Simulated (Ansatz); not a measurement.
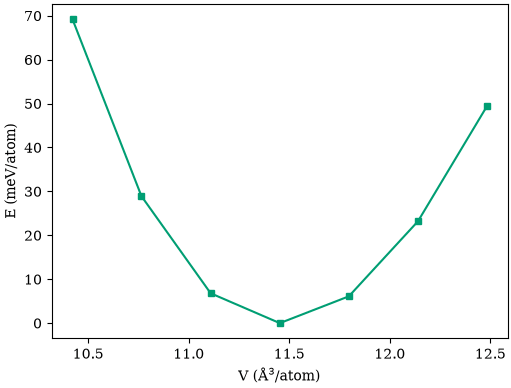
Figure. GaCo (CsCl type, Pm-3m) under volume change, PBEsol in the plane-wave PAW code Ansatz, scaled uniformly.

What does a third-order Birch–Murnaghan fit give for V₀, B₀ and B′?

V₀ = 11.45 Å³/atom, B₀ = 200 GPa, B′ = 4.7.

The cell was relaxed with PBEsol under the symmetry of its start; of distortions, only those at the zone centre were tested. The workflow began spin-polarised and lost its moments.

Potentials: the later of the program's two PAW sets.
